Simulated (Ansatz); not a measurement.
**Fields on a plane of SnS2 (CdI2 type)**

```xyz
3
Lattice="3.6260 0.0000 0.0000 -1.8130 3.1402 0.0000 0.0000 0.0000 5.5735" Properties=species:S:1:pos:R:3 pbc="T T T"
Sn     0.0000     0.0000     0.0000
S      0.0000     2.0935     1.4737
S      1.8130     1.0467     4.0998
```

The slice is a (0001) plane (indices of the conventional cell) through the point (0.667, 0.333, 0.736) (fractional), spanned by u = [110] and v = [1 -1 0] in vectors of this cell: u (3.63 Å) and v (6.28 Å, at 90° to u). It covers one period; positions are fractions (u, v).

Atoms on it: S at (0.00, 0.00); S at (0.50, 0.50).

Calculation: PBEsol-D3(BJ) (plane waves to 420 eV, PAW, scalar-relativistic; Ansatz, a first-principles code). k mesh 11×11×6. Inside the PAW spheres the values are not all-electron values, and peaks at nuclei hang on which shells count as valence. SnS2 was relaxed with its symmetry unable to fall. The PAW data are Ansatz's earlier set.

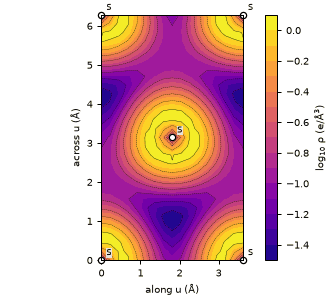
Figure. Log₁₀ of the valence density in e/Å³, one period of the plane, atoms marked. The scale is logarithmic, as a density can span decades between atoms and voids.

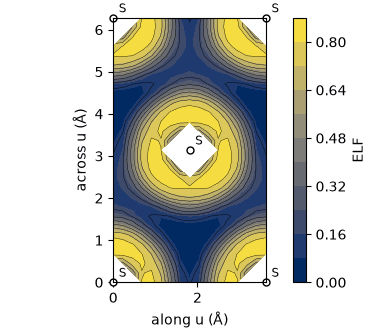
Electron localisation function (ELF), one period of the plane, atoms marked. Points within 0.5 Å of a nucleus are left white, as the pseudised field means little there.
